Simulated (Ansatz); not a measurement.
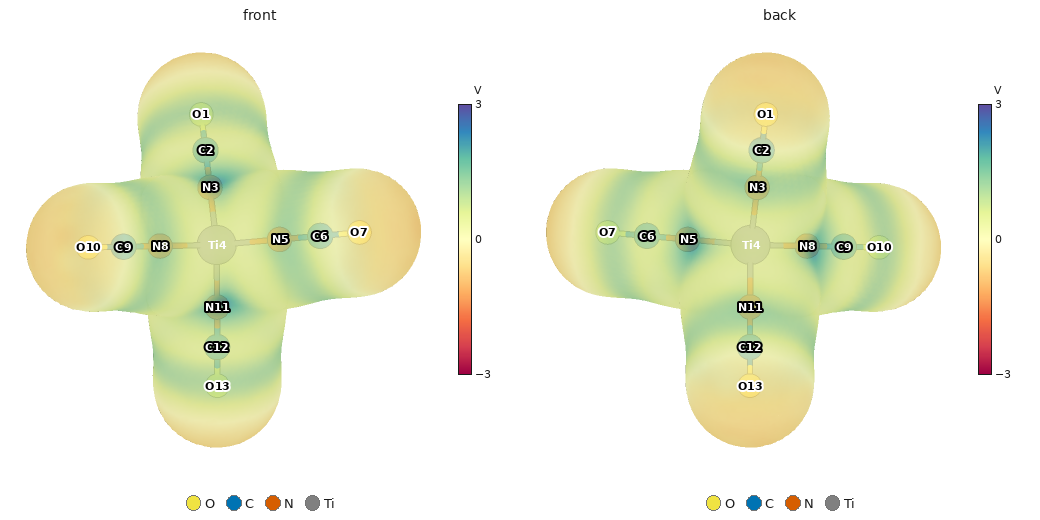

Figure 1: C4N4O4Ti. The electrostatic potential painted on the density surface at 0.002 e/bohr³, seen from the front and from behind; red is negative and blue positive.

Geometry: PBE0-D4/def2-TZVP.

All numbers below come from RKS PBE0-D4/def2-TZVPP in Ansatz.

```yaml
atoms:
  - { symbol: O, position_ang: [-2.6196, -0.7822, 3.2284] }
  - { symbol: C, position_ang: [-1.9006, -0.5664, 2.3434] }
  - { symbol: N, position_ang: [-1.1544, -0.3423, 1.4248] }
  - { symbol: Ti, position_ang: [0.0033, -0.0005, 0.0013] }
  - { symbol: N, position_ang: [0.4572, 1.8098, -0.0108] }
  - { symbol: C, position_ang: [0.7437, 2.9797, -0.0199] }
  - { symbol: O, position_ang: [1.0201, 4.1068, -0.0286] }
  - { symbol: N, position_ang: [1.5489, -1.0285, 0.1960] }
  - { symbol: C, position_ang: [2.5441, -1.6952, 0.3216] }
  - { symbol: O, position_ang: [3.5031, -2.3375, 0.4426] }
  - { symbol: N, position_ang: [-0.8389, -0.4417, -1.6048] }
  - { symbol: C, position_ang: [-1.3817, -0.7297, -2.6406] }
  - { symbol: O, position_ang: [-1.9048, -1.0071, -3.6387] }
```

Question: Which sites attract a positive test charge, and which a negative one?

Answer: A positive charge is drawn to the negative regions and a negative charge to the positive ones. The most negative region (about −0.7 V) lies over O1, O7, O10 and O13, the most positive (about +2.0 V) over Ti4.
